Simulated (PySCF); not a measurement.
## Electronic structure of C₆H₁₃Si (doublet) in real space

```
atom    x (Å)    y (Å)    z (Å)
   C  -2.3447   0.6148   0.6939
   C  -1.1664  -0.3154   0.4294
   C  -0.7769  -0.3307  -1.0513
   C   0.4700  -1.1955  -1.2244
  Si   1.5351  -0.7152   0.2970
   C   2.9054   0.5470  -0.1250
   C   0.0689   0.0813   1.2424
   H  -2.0954   1.6355   0.4074
   H  -2.6064   0.6110   1.7500
   H  -3.2172   0.3041   0.1219
   H  -1.4514  -1.3355   0.7124
   H  -1.6057  -0.6976  -1.6616
   H  -0.5588   0.6929  -1.3685
   H   0.9574  -1.0013  -2.1789
   H   0.1915  -2.2494  -1.2149
   H   2.4933   1.4083  -0.6489
   H   3.3950   0.9091   0.7738
   H   3.6668   0.1050  -0.7600
   H  -0.0392  -0.2269   2.2805
   H   0.1734   1.1691   1.2435
```

Geometry: GFN2-xTB.

The calculation used UKS B3LYP, pcH-1 on C H Si, non-relativistic, mean-field spin-orbit, GIAO in PySCF 2.14.0, density-fitted response routines.

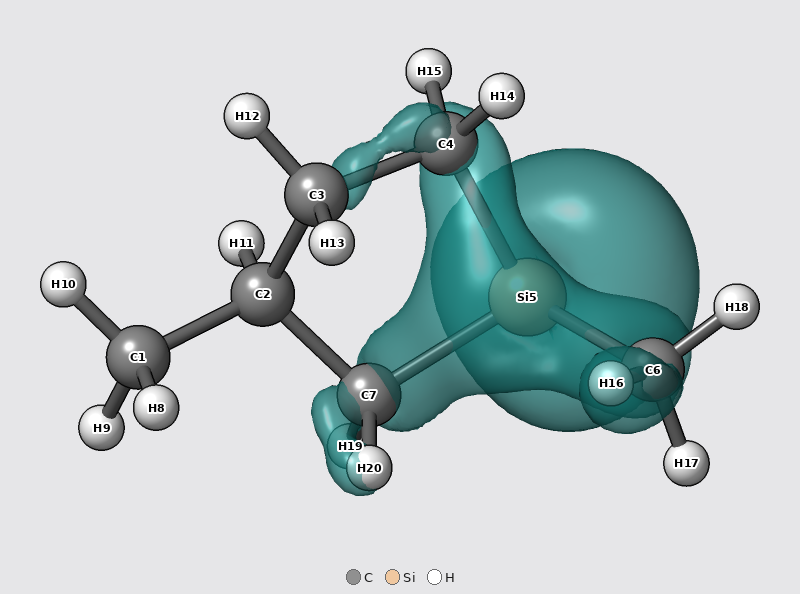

Figure 1. Isosurfaces of the spin density (α minus β) at +0.015 (teal) and −0.015 e/Å³ (pink), seen at a tilt.

Describe the spin distribution.

The unpaired spin (1 electron) lies mostly on Si5 (about 0.7), in electrons by Hirshfeld's partition. Only one sign reaches the isovalue.

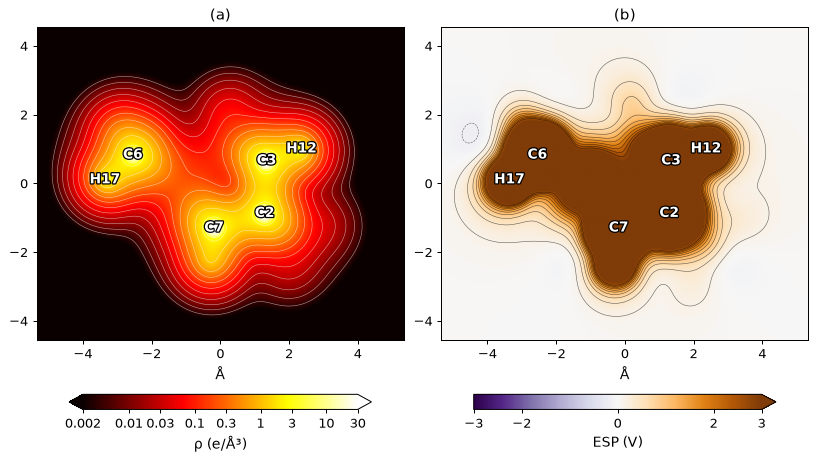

Figure 2. (a) electron density; (b) molecular electrostatic potential on the plane of atoms C3, C2 and C7.

What does the map show?

The plane passes through C and H nuclei. C–C (1.53 Å): ρ at the midpoint is about 1.6 e/Å³. C–H (1.09 Å): ρ at the midpoint is about 2 e/Å³. The potential has no marked negative region in this plane.

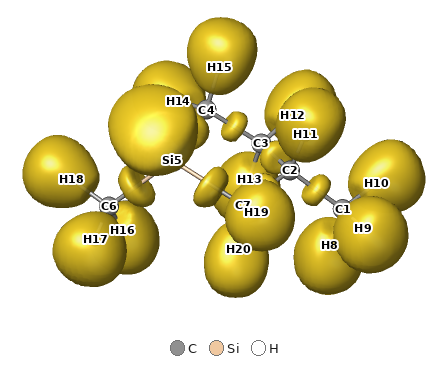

Figure 3. Isosurface of the ELF at 0.85 (yellow), seen at an oblique angle. Core shells and regions of very low density are left out.

Where are the electrons localised?

At this value the surface marks out four regions between bonded C–C atoms (shared pairs), three regions between bonded C–Si atoms (shared pairs), 13 regions around hydrogen nuclei and one lobe on Si, pointing away from the bonds (non-bonding electrons). Along the contacts the grid gives the following. C–C (1.52 Å): the ELF peaks at about 0.95 between the atoms; a shared electron pair. C–Si (1.91 Å): the ELF peaks at about 0.95 between the atoms; localised, covalent bonding.
